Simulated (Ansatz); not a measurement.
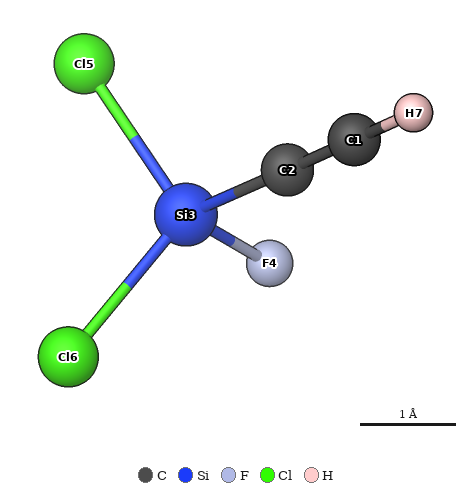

The structure as given in the input (ball-and-stick view, seen at a tilt; atoms are numbered from 1 in the order of the input).

# C$_{2}$HCl$_{2}$FSi: one change and its effect

System: C$_{2}$HCl$_{2}$FSi, SMILES C#C[Si](F)(Cl)Cl.
Method of the first run: RKS SPW92/def2-TZVPP (Ansatz 0.2.0).

The geometry comes from this level: PBE0-D4/def2-TZVP. Text and figures count atoms from 1; the logs count them from 0 in places.

Input, the first run:
```yaml
crystal:
  periodic: [false, false, false]
  atoms:
    - {symbol: C, position_ang: [1.582848, -0.428255, 1.175416]}
    - {symbol: C, position_ang: [0.632422, -0.216603, 0.466694]}
    - {symbol: Si, position_ang: [-0.781255, 0.123387, -0.590483]}
    - {symbol: F, position_ang: [-1.506713, -1.231411, -0.949216]}
    - {symbol: Cl, position_ang: [-0.182986, 0.990078, -2.313955]}
    - {symbol: Cl, position_ang: [-2.107340, 1.311737, 0.362803]}
    - {symbol: H, position_ang: [2.424322, -0.616933, 1.803042]}
basis:
  gaussian: {orbitals: def2-TZVPP}
hamiltonian: {xc: lda}
output: {orbitals: {seedname: orbitals}}
```

Hardware: 4 CPU threads, shared host.

Output (the first run):
```
Functional definition: SPW92
  exchange = slater_x
  correlation = pw_c
1451 factors; their error is unknown
mean field evaluation 1: about -37578.7691 eV, gradient 6.3e1 eV
mean field evaluation 2: about -37561.6529 eV, gradient 1.1e2 eV
mean field evaluation 4: about -37586.9576 eV, gradient 1.7e1 eV
mean field evaluation 8: about -37587.5634 eV, gradient 6.5e-2 eV
mean field evaluation 16: about -37587.5269 eV, gradient 4.5e-5 eV
mean field -37587.52685994 eV, -1381.3161343620 hartree, gradient 4.5e-5 eV, S^2 0.000000; 0 other end points of the search recorded, 0 dependent functions left out
reference -37587.52689683 eV, -1381.3161357177 hartree; 35, 35 occupied and 198, 198 virtual orbitals, 1451 factors
Total energy: -37587.52689683 eV, -1381.3161357177 hartree
```

The input of the second run differs as follows (lines with − go, lines with + come):
```diff
-hamiltonian: {xc: lda}
+correlation: {method: ccsd_t}
```

Predict how the results change.

The total energies belong to different methods, so their difference says nothing on which is more stable or more accurate. The HOMO goes from −7.90 to −11.77 eV. The LUMO goes from −2.17 to 2.74 eV.

Output (the second run):
```
Functional definition: HF
  exchange = exact_x
  correlation = 0
1422 factors; integrals over basis functions are off by at most 7.0e-4 eV
mean field evaluation 1: about -37655.3159 eV, gradient 3.7e1 eV
mean field evaluation 2: about -37655.7053 eV, gradient 3.7e1 eV
mean field evaluation 4: about -37658.7034 eV, gradient 3.8e0 eV
mean field evaluation 8: about -37658.7595 eV, gradient 3.8e-1 eV
mean field evaluation 16: about -37655.3154 eV, gradient 3.7e1 eV
mean field -37658.75990026 eV, -1383.9339003103 hartree, gradient 6.7e-6 eV, S^2 0.000000; 0 other end points of the search recorded, 0 dependent functions left out
18 core orbitals not correlated: weight in the atoms' cores, before any rotation towards them, 1.000 or more for the frozen orbitals, at most 0.000 for the correlated occupied ones
reference -37658.75990026 eV, -1383.9339003103 hartree; 17, 17 occupied and 198, 198 virtual orbitals, 1422 factors
second order -28.00352495 eV of doubles, -0.00000000 eV of singles
cycle   1  -28.22946363 eV  change   -2.3e-1 eV  update   1.2e-1
cycle   2  -28.87474129 eV  change   -6.5e-1 eV  update   3.4e-2
cycle   3  -29.02308976 eV  change   -1.5e-1 eV  update   1.6e-2
cycle   4  -29.01463084 eV  change    8.5e-3 eV  update   4.5e-3
cycle   5  -29.01434843 eV  change    2.8e-4 eV  update   2.0e-3
cycle   6  -29.01617666 eV  change   -1.8e-3 eV  update   5.6e-4
cycle   7  -29.01630309 eV  change   -1.3e-4 eV  update   2.0e-4
cycle   8  -29.01630820 eV  change   -5.1e-6 eV  update   5.1e-5
cycle   9  -29.01634797 eV  change   -4.0e-5 eV  update   1.7e-5
perturbative correction -1.28588199 eV, -0.0472552916 hartree
Total energy: -37689.06213022 eV, -1385.0474867216 hartree
```

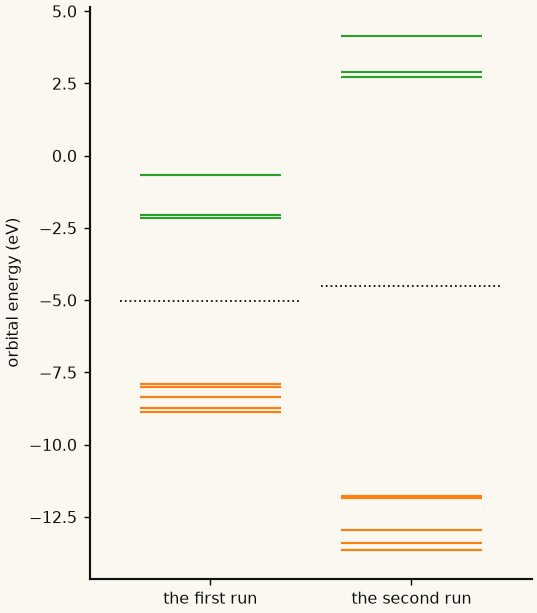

The five highest filled and three lowest empty orbital energies of the two runs; the dotted lines part filled from empty levels. The HOMO–LUMO gap is 5.73 eV in the first run and 14.51 eV in the second run.

The two runs side by side:

| quantity | the first run | the second run |
| --- | --- | --- |
| outcome | converged | converged |
| total energy (hartree) | −1381.316136 | −1385.047487 |
| HOMO (eV) | −7.90 | −11.77 |
| LUMO (eV) | −2.17 | 2.74 |
| basis functions | 233 | 233 |
| wall time (shared host) | 0.7 s | 30 s |
